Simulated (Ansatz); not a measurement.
## Molecular dynamics, with input and output: CH₆AlNO (part 2 of 3)

Continued. System: CH₆AlNO, SMILES OC[NH][AlH2]. Method: RKS BLYP-d3bjatm/def2-SVP (Ansatz 0.2.0). The geometry comes from this level: PBE0-D4/def2-TZVP.

Geometry of the input (Å):
```
O  0.0895  -0.0302  -2.0962
C  0.6170  -0.4090  -0.8454
N  -0.3668  -0.4563  0.1955
Al -0.4223  0.5007  1.6895
H  -0.3564  0.8139  -1.9775
H  1.0661  -1.3909  -1.0251
H  1.4156  0.2766  -0.5306
H  -1.0728  -1.1545  0.0028
H  -1.6040  0.2171  2.7018
H  0.7171  1.5814  1.8881
```

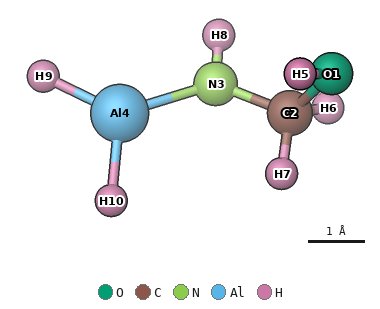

Fig. 1: The geometry at step 17 of the log (ball-and-stick view, seen at an oblique angle; atoms are numbered from 1 in the order of the input).

Trajectory as extended XYZ, continued
```
10
Properties=species:S:1:pos:R:3:forces:R:3 step=3 time_fs=3.0 energy=-11261.63414 temperature=633.6
O     0.0978   -0.0207   -2.1076   -0.9360   0.7780  -0.9132
C     0.6100   -0.4182   -0.8811   -1.7873  -1.3672   0.1492
N    -0.3422   -0.4693    0.2274   -1.8811  -2.3277  -1.3340
Al   -0.4345    0.5100    1.6889   -1.1025  -0.5189   0.9046
H    -0.3590    0.8537   -1.9911    0.3599  -0.5570   0.0052
H     1.0998   -1.3716   -1.0736    0.0001  -0.9375  -0.0714
H     1.3697    0.1842   -0.5465    2.6126   2.3500   1.0304
H    -1.1168   -1.2241    0.0306    1.5405   1.5845   0.4098
H    -1.5471    0.3184    2.8245   -0.1252  -0.1603  -0.2797
H     0.6565    1.4703    1.9939    1.3190   1.1561   0.0991
10
Properties=species:S:1:pos:R:3:forces:R:3 step=5 time_fs=5.0 energy=-11261.76564 temperature=746.1
O     0.1009   -0.0126   -2.1178   -1.0204   0.6830  -0.8284
C     0.5989   -0.4291   -0.9044    1.8352   0.1811   1.8538
N    -0.3315   -0.4851    0.2447   -0.9311  -1.4785  -1.6473
Al   -0.4444    0.5156    1.6900   -0.8024  -0.2490   1.2143
H    -0.3485    0.8627   -1.9990    0.3067  -0.4739   0.0153
H     1.1241   -1.4023   -1.1094   -0.5804   0.0481   0.1497
H     1.4529    0.2250   -0.5125   -0.4583  -0.1221  -0.3817
H    -1.0829   -1.2051    0.0659    0.6252   0.6690   0.1553
H    -1.5151    0.3790    2.8949   -0.1471  -0.2423  -0.5060
H     0.6709    1.4445    2.0681    1.1725   0.9847  -0.0249
10
Properties=species:S:1:pos:R:3:forces:R:3 step=6 time_fs=6.0 energy=-11261.67474 temperature=661.2
O     0.1016   -0.0079   -2.1237   -0.8179   0.2314  -0.7395
C     0.5948   -0.4346   -0.9142    2.8356   0.4981   2.2964
N    -0.3274   -0.4947    0.2517    0.2476  -0.2959  -1.5309
Al   -0.4498    0.5182    1.6912   -0.3255   0.0897   1.3861
H    -0.3384    0.8596   -2.0028    0.0824  -0.0454   0.0633
H     1.1293   -1.4194   -1.1257   -0.7755   0.4551   0.2449
H     1.4949    0.2493   -0.4978   -1.3334  -0.8378  -0.7933
H    -1.0536   -1.1827    0.0867   -0.5325  -0.4729  -0.1476
H    -1.5011    0.4060    2.9233   -0.1668  -0.2762  -0.5909
H     0.6959    1.4466    2.1053    0.7859   0.6539  -0.1886
10
Properties=species:S:1:pos:R:3:forces:R:3 step=7 time_fs=7.0 energy=-11261.50409 temperature=506.0
O     0.1017   -0.0030   -2.1301   -0.5569  -0.3073  -0.6297
C     0.5931   -0.4397   -0.9221    3.2365   0.6498   2.4766
N    -0.3231   -0.5046    0.2576    1.5284   1.0055  -1.3249
Al   -0.4553    0.5208    1.6929    0.2095   0.4270   1.5275
H    -0.3274    0.8559   -2.0060   -0.1721   0.4606   0.1234
H     1.1271   -1.4322   -1.1396   -0.8466   0.6690   0.3001
H     1.5241    0.2655   -0.4906   -1.7598  -1.2062  -0.9894
H    -1.0294   -1.1648    0.1061   -1.7845  -1.6888  -0.4595
H    -1.4887    0.4304    2.9461   -0.1940  -0.3033  -0.6475
H     0.7285    1.4550    2.1407    0.3395   0.2936  -0.3766
10
Properties=species:S:1:pos:R:3:forces:R:3 step=8 time_fs=8.0 energy=-11261.40291 temperature=414.4
O     0.1015    0.0016   -2.1368   -0.3769  -0.6718  -0.4891
C     0.5939   -0.4443   -0.9280    3.2027   0.8000   2.4842
N    -0.3177   -0.5137    0.2627    1.9781   1.5329  -1.2328
Al   -0.4608    0.5236    1.6951    0.7007   0.6901   1.6050
H    -0.3181    0.8567   -2.0080   -0.3233   0.7812   0.1639
H     1.1168   -1.4386   -1.1507   -0.7853   0.6611   0.3062
H     1.5365    0.2702   -0.4929   -1.8971  -1.3536  -1.0413
H    -1.0223   -1.1631    0.1211   -2.1978  -2.0950  -0.5742
H    -1.4782    0.4519    2.9626   -0.2297  -0.3233  -0.6715
H     0.7643    1.4663    2.1725   -0.0714  -0.0216  -0.5504
10
Properties=species:S:1:pos:R:3:forces:R:3 step=9 time_fs=9.0 energy=-11261.45556 temperature=457.8
O     0.1011    0.0059   -2.1438   -0.3787  -0.6549  -0.3026
C     0.5973   -0.4483   -0.9320    2.8162   1.0030   2.3673
N    -0.3110   -0.5218    0.2668    1.1532   0.8995  -1.3159
Al   -0.4660    0.5266    1.6979    1.1009   0.8489   1.5972
H    -0.3119    0.8650   -2.0085   -0.2764   0.7107   0.1530
H     1.0990   -1.4387   -1.1589   -0.6009   0.4301   0.2589
H     1.5307    0.2619   -0.5052   -1.8063  -1.3292  -0.9786
H    -1.0363   -1.1814    0.1306   -1.3325  -1.3113  -0.4314
H    -1.4698    0.4703    2.9728   -0.2752  -0.3364  -0.6607
H     0.7995    1.4773    2.1991   -0.4002  -0.2604  -0.6872
10
Properties=species:S:1:pos:R:3:forces:R:3 step=10 time_fs=10.0 energy=-11261.55192 temperature=544.6
O     0.1004    0.0098   -2.1511   -0.5331  -0.2941  -0.0758
C     0.6030   -0.4514   -0.9340    2.0529   1.1716   2.1176
N    -0.3035   -0.5293    0.2701   -0.1732  -0.1540  -1.4024
Al   -0.4708    0.5300    1.7013    1.4059   0.9022   1.4962
H    -0.3084    0.8801   -2.0075   -0.0659   0.2943   0.0880
H     1.0754   -1.4346   -1.1646   -0.3244   0.0104   0.1615
H     1.5076    0.2409   -0.5269   -1.4289  -1.0869  -0.7779
H    -1.0630   -1.2123    0.1360    0.0354  -0.0794  -0.2115
H    -1.4641    0.4855    2.9766   -0.3308  -0.3427  -0.6153
H     0.8308    1.4858    2.2191   -0.6380  -0.4216  -0.7803
10
Properties=species:S:1:pos:R:3:forces:R:3 step=11 time_fs=11.0 energy=-11261.57876 temperature=569.0
O     0.0994    0.0135   -2.1583   -0.7139   0.1701   0.1644
C     0.6103   -0.4536   -0.9343    0.8009   1.0451   1.6610
N    -0.2961   -0.5369    0.2724   -1.2052  -0.8974  -1.3630
Al   -0.4751    0.5336    1.7052    1.6341   0.8656   1.3075
H    -0.3055    0.8980   -2.0056    0.1797  -0.2185  -0.0008
H     1.0487   -1.4305   -1.1687   -0.0203  -0.4872   0.0356
H     1.4708    0.2095   -0.5560   -0.5915  -0.4892  -0.3710
H    -1.0894   -1.2440    0.1393    1.1059   0.8700  -0.0625
H    -1.4616    0.4974    2.9746   -0.3955  -0.3425  -0.5393
H     0.8560    1.4903    2.2316   -0.7942  -0.5161  -0.8320
10
Properties=species:S:1:pos:R:3:forces:R:3 step=13 time_fs=13.0 energy=-11261.35931 temperature=369.3
O     0.0961    0.0214   -2.1724   -0.7644   0.5671   0.6021
C     0.6255   -0.4561   -0.9316   -3.1203  -1.1120  -0.0329
N    -0.2841   -0.5542    0.2743   -1.8268  -0.9940  -0.9696
Al   -0.4819    0.5418    1.7144    1.9315   0.6082   0.7388
H    -0.2929    0.9241   -2.0027    0.3818  -0.6873  -0.1125
H     0.9970   -1.4397   -1.1770    0.3462  -0.9166  -0.1129
H     1.3944    0.1431   -0.6185    2.7118   1.9735   1.0735
H    -1.1049   -1.2777    0.1447    1.7900   1.4393  -0.0296
H    -1.4685    0.5114    2.9559   -0.5370  -0.3274  -0.3303
H     0.8828    1.4842    2.2327   -0.9128  -0.5507  -0.8265
10
Properties=species:S:1:pos:R:3:forces:R:3 step=14 time_fs=14.0 energy=-11261.33437 temperature=353.2
O     0.0937    0.0258   -2.1790   -0.5960   0.3323   0.7738
C     0.6301   -0.4582   -0.9299   -4.1226  -2.0632  -0.6028
N    -0.2800   -0.5639    0.2741   -1.4701  -0.4339  -0.7009
Al   -0.4843    0.5463    1.7194    1.9975   0.4143   0.4053
H    -0.2813    0.9277   -2.0027    0.2872  -0.4966  -0.0968
H     0.9755   -1.4573   -1.1825    0.3571  -0.6230  -0.0742
H     1.3863    0.1316   -0.6381    3.5775   2.5688   1.4101
H    -1.0876   -1.2742    0.1471    1.4506   1.1165  -0.1150
H    -1.4794    0.5137    2.9413   -0.5966  -0.3141  -0.2255
H     0.8833    1.4731    2.2212   -0.8846  -0.5012  -0.7740
10
Properties=species:S:1:pos:R:3:forces:R:3 step=15 time_fs=15.0 energy=-11261.51849 temperature=512.7
O     0.0910    0.0305   -2.1851   -0.3439  -0.1546   0.9060
C     0.6314   -0.4619   -0.9287   -3.1355  -1.6746  -0.4684
N    -0.2769   -0.5739    0.2735   -0.6101   0.5576  -0.3987
Al   -0.4860    0.5509    1.7246    1.9748   0.1779   0.0707
H    -0.2669    0.9266   -2.0036    0.0998  -0.0722  -0.0315
H     0.9574   -1.4808   -1.1888    0.3107  -0.1332   0.0085
H     1.4125    0.1448   -0.6442    2.5351   1.6619   1.0126
H    -1.0563   -1.2601    0.1484    0.5886   0.3374  -0.2681
H    -1.4960    0.5130    2.9245   -0.6311  -0.2964  -0.1430
H     0.8753    1.4573    2.2024   -0.7886  -0.4039  -0.6881
10
Properties=species:S:1:pos:R:3:forces:R:3 step=16 time_fs=16.0 energy=-11261.64909 temperature=630.9
O     0.0881    0.0350   -2.1907   -0.0732  -0.7283   1.0228
C     0.6302   -0.4669   -0.9278   -1.2888  -0.6475  -0.0758
N    -0.2742   -0.5836    0.2726    0.7066   1.9286  -0.0615
Al   -0.4870    0.5556    1.7298    1.8251  -0.1087  -0.2461
H    -0.2516    0.9248   -2.0047   -0.1037   0.4256   0.0583
H     0.9423   -1.5056   -1.1950    0.2569   0.3673   0.0917
H     1.4630    0.1739   -0.6405    0.6544   0.1382   0.3605
H    -1.0193   -1.2427    0.1472   -0.7420  -0.8509  -0.4854
H    -1.5186    0.5094    2.9064   -0.6261  -0.2733  -0.0971
H     0.8597    1.4375    2.1769   -0.6091  -0.2511  -0.5673
10
Properties=species:S:1:pos:R:3:forces:R:3 step=17 time_fs=17.0 energy=-11261.58358 temperature=581.5
O     0.0851    0.0391   -2.1956    0.1227  -1.1211   1.1617
C     0.6280   -0.4725   -0.9271    0.1476   0.1436   0.1589
N    -0.2710   -0.5919    0.2717    1.8886   3.1523   0.2398
Al   -0.4873    0.5602    1.7349    1.5148  -0.4523  -0.5331
H    -0.2372    0.9270   -2.0054   -0.2234   0.7420   0.1212
H     0.9296   -1.5269   -1.2004    0.2231   0.7498   0.1467
H     1.5198    0.2043   -0.6335   -0.8285  -1.0128  -0.1091
H    -0.9895   -1.2335    0.1412   -1.9438  -1.9220  -0.6789
H    -1.5472    0.5032    2.8873   -0.5710  -0.2439  -0.0948
H     0.8383    1.4154    2.1460   -0.3302  -0.0356  -0.4123
10
Properties=species:S:1:pos:R:3:forces:R:3 step=18 time_fs=18.0 energy=-11261.48926 temperature=497.6
O     0.0822    0.0426   -2.1999    0.1757  -1.1193   1.3442
C     0.6259   -0.4780   -0.9261    0.9431   0.5871   0.2092
N    -0.2665   -0.5980    0.2709    1.9245   3.3116   0.3338
Al   -0.4871    0.5647    1.7398    1.0352  -0.8498  -0.7850
H    -0.2250    0.9364   -2.0049   -0.1984   0.6746   0.1101
H     0.9191   -1.5410   -1.2043    0.2195   0.9477   0.1600
H     1.5687    0.2251   -0.6275   -1.6762  -1.6211  -0.3525
H    -0.9782   -1.2427    0.1288   -2.0112  -1.9647  -0.6571
H    -1.5814    0.4947    2.8673   -0.4625  -0.2077  -0.1323
H     0.8137    1.3929    2.1111    0.0504   0.2415  -0.2303
10
Properties=species:S:1:pos:R:3:forces:R:3 step=19 time_fs=19.0 energy=-11261.46366 temperature=468.5
O     0.0794    0.0454   -2.2033    0.1080  -0.7523   1.5500
C     0.6246   -0.4830   -0.9251    1.2895   0.8601   0.1743
N    -0.2607   -0.6019    0.2704    0.7713   2.3297   0.1698
Al   -0.4865    0.5689    1.7445    0.4243  -1.2798  -0.9984
H    -0.2147    0.9522   -2.0033   -0.0624   0.2598   0.0270
H     0.9107   -1.5461   -1.2067    0.2455   0.9377   0.1279
H     1.6016    0.2303   -0.6248   -2.0657  -1.8450  -0.4516
H    -0.9862   -1.2706    0.1101   -0.9053  -0.9042  -0.3624
H    -1.6200    0.4842    2.8460   -0.3071  -0.1647  -0.1964
H     0.7895    1.3727    2.0740    0.5020   0.5587  -0.0401
10
Properties=species:S:1:pos:R:3:forces:R:3 step=20 time_fs=20.0 energy=-11261.44383 temperature=450.9
O     0.0767    0.0477   -2.2058    0.0054  -0.2565   1.7269
C     0.6242   -0.4873   -0.9238    1.3501   1.0877   0.1273
N    -0.2544   -0.6042    0.2700   -0.5740   1.0991  -0.0809
Al   -0.4857    0.5726    1.7488   -0.2156  -1.6921  -1.1666
H    -0.2049    0.9706   -2.0014    0.0920  -0.2624  -0.0794
H     0.9046   -1.5422   -1.2079    0.2943   0.7233   0.0523
H     1.6147    0.2179   -0.6265   -2.1518  -1.8176  -0.4655
H    -1.0029   -1.3073    0.0879    0.3785   0.3710   0.0270
H    -1.6615    0.4721    2.8228   -0.1197  -0.1152  -0.2687
H     0.7702    1.3578    2.0365    0.9408   0.8627   0.1276
10
Properties=species:S:1:pos:R:3:forces:R:3 step=22 time_fs=22.0 energy=-11261.47268 temperature=482.5
O     0.0711    0.0521   -2.2077   -0.0516   0.2628   1.8442
C     0.6267   -0.4931   -0.9211    0.6103   1.2276  -0.0225
N    -0.2435   -0.6070    0.2688   -1.9146  -0.2112  -0.3438
Al   -0.4847    0.5782    1.7561   -0.9819  -2.1606  -1.3549
H    -0.1818    0.9961   -2.0008    0.2061  -0.7687  -0.1779
H     0.9014   -1.5173   -1.2098    0.3941  -0.1344  -0.1847
H     1.5810    0.1431   -0.6426   -1.3614  -1.0171  -0.2437
H    -1.0174   -1.3615    0.0473    1.5479   1.6822   0.5613
H    -1.7463    0.4450    2.7680    0.2683  -0.0061  -0.3704
H     0.7614    1.3549    1.9661    1.2828   1.1255   0.2924
10
Properties=species:S:1:pos:R:3:forces:R:3 step=23 time_fs=23.0 energy=-11261.54493 temperature=545.5
O     0.0683    0.0545   -2.2069    0.0329   0.1102   1.7823
C     0.6289   -0.4946   -0.9197   -0.5143   0.7144  -0.2955
N    -0.2399   -0.6086    0.2679   -1.9290  -0.2510  -0.3193
Al   -0.4846    0.5798    1.7591   -0.9181  -2.1221  -1.4050
H    -0.1674    0.9983   -2.0029    0.1436  -0.5822  -0.1339
H     0.9052   -1.5045   -1.2128    0.3866  -0.5519  -0.2882
H     1.5417    0.0885   -0.6550   -0.1300  -0.0440   0.0902
H    -1.0040   -1.3665    0.0340    1.4558   1.6858   0.6559
H    -1.7858    0.4311    2.7355    0.4297   0.0460  -0.3793
H     0.7752    1.3693    1.9348    1.0428   0.9947   0.2926
10
Properties=species:S:1:pos:R:3:forces:R:3 step=24 time_fs=24.0 energy=-11261.54226 temperature=541.2
O     0.0655    0.0570   -2.2051    0.1768  -0.2916   1.6757
C     0.6307   -0.4955   -0.9186   -2.2529  -0.3835  -0.8082
N    -0.2376   -0.6102    0.2668   -1.5182   0.1300  -0.1820
Al   -0.4849    0.5807    1.7615   -0.6068  -1.9353  -1.4640
H    -0.1515    0.9950   -2.0063    0.0300  -0.1403  -0.0369
H     0.9128   -1.4969   -1.2186    0.3011  -0.7642  -0.3260
H     1.5011    0.0333   -0.6666    1.7816   1.3127   0.6108
H    -0.9766   -1.3554    0.0270    0.9385   1.2524   0.6139
H    -1.8212    0.4177    2.6992    0.5505   0.0918  -0.3561
H     0.7989    1.3933    1.9063    0.5995   0.7280   0.2729
10
Properties=species:S:1:pos:R:3:forces:R:3 step=25 time_fs=25.0 energy=-11261.44827 temperature=462.2
O     0.0628    0.0593   -2.2023    0.3267  -0.7939   1.5644
C     0.6307   -0.4966   -0.9181   -3.7048  -1.4907  -1.3341
N    -0.2363   -0.6118    0.2655   -0.6145   1.0133   0.1012
Al   -0.4854    0.5809    1.7635   -0.1748  -1.6734  -1.5502
H    -0.1354    0.9904   -2.0101   -0.0871   0.3936   0.0781
H     0.9232   -1.4967   -1.2275    0.1382  -0.7061  -0.2761
H     1.4776   -0.0093   -0.6722    3.4732   2.4227   1.0661
H    -0.9402   -1.3323    0.0258   -0.0650   0.3027   0.3960
H    -1.8514    0.4051    2.6596    0.6230   0.1287  -0.3026
H     0.8285    1.4243    1.8803    0.0851   0.4031   0.2573
10
Properties=species:S:1:pos:R:3:forces:R:3 step=26 time_fs=26.0 energy=-11261.41555 temperature=431.7
O     0.0603    0.0611   -2.1985    0.4073  -1.1367   1.4894
C     0.6277   -0.4990   -0.9187   -3.2502  -1.6176  -1.3916
N    -0.2355   -0.6127    0.2644    0.6538   2.2837   0.5100
Al   -0.4859    0.5805    1.7648    0.2661  -1.3994  -1.6632
H    -0.1200    0.9895   -2.0131   -0.1507   0.7478   0.1573
H     0.9350   -1.5032   -1.2391   -0.0681  -0.4340  -0.1523
H     1.4872   -0.0288   -0.6677    3.3144   2.3620   0.9910
H    -0.9045   -1.3062    0.0285   -1.4275  -1.0487   0.0268
H    -1.8756    0.3937    2.6169    0.6440   0.1551  -0.2226
H     0.8589    1.4592    1.8568   -0.3892   0.0879   0.2551
10
Properties=species:S:1:pos:R:3:forces:R:3 step=27 time_fs=27.0 energy=-11261.46195 temperature=471.9
O     0.0581    0.0623   -2.1938    0.3849  -1.0959   1.4781
C     0.6220   -0.5027   -0.9204   -1.0874  -0.8660  -0.9840
N    -0.2342   -0.6121    0.2635    1.5830   3.2077   0.8078
Al   -0.4864    0.5796    1.7656    0.6554  -1.1458  -1.7901
H    -0.1061    0.9958   -2.0147   -0.1318   0.6977   0.1624
H     0.9462   -1.5139   -1.2521   -0.2703  -0.0654   0.0086
H     1.5287   -0.0256   -0.6537    1.4490   1.3374   0.4254
H    -0.8823   -1.2901    0.0314   -2.4311  -2.0608  -0.2529
H    -1.8937    0.3838    2.5721    0.6130   0.1697  -0.1210
H     0.8856    1.4950    1.8358   -0.7647  -0.1785   0.2658
10
Properties=species:S:1:pos:R:3:forces:R:3 step=28 time_fs=28.0 energy=-11261.49513 temperature=503.4
O     0.0561    0.0628   -2.1882    0.2982  -0.6878   1.5135
C     0.6155   -0.5071   -0.9229    1.0504  -0.0936  -0.5481
N    -0.2318   -0.6092    0.2633    1.3111   2.8544   0.6813
Al   -0.4866    0.5782    1.7658    0.9755  -0.9222  -1.9158
H    -0.0935    1.0088   -2.0146   -0.0573   0.2701   0.1061
H     0.9547   -1.5253   -1.2651   -0.4274   0.2813   0.1657
H     1.5840   -0.0097   -0.6356   -0.4685   0.2967  -0.1525
H    -0.8834   -1.2938    0.0319   -2.1879  -1.7894  -0.1313
H    -1.9060    0.3755    2.5261    0.5325   0.1722  -0.0038
H     0.9051    1.5291    1.8172   -1.0265  -0.3817   0.2850
10
Properties=species:S:1:pos:R:3:forces:R:3 step=30 time_fs=30.0 energy=-11261.35195 temperature=374.6
O     0.0525    0.0628   -2.1743    0.1498   0.2716   1.4984
C     0.6061   -0.5157   -0.9290    2.9096   0.6692  -0.0718
N    -0.2252   -0.5984    0.2638   -1.0430   0.1861  -0.1391
Al   -0.4860    0.5747    1.7640    1.4164  -0.5819  -2.1322
H    -0.0690    1.0373   -2.0122    0.0588  -0.7044  -0.0016
H     0.9588   -1.5377   -1.2851   -0.5274   0.5790   0.3464
H     1.6700    0.0244   -0.6072   -2.2382  -0.7179  -0.6986
H    -0.9368   -1.3403    0.0330    0.2679   0.7556   0.6179
H    -1.9164    0.3637    2.4350    0.2545   0.1488   0.2510
H     0.9130    1.5851    1.7884   -1.2483  -0.6060   0.3297
```
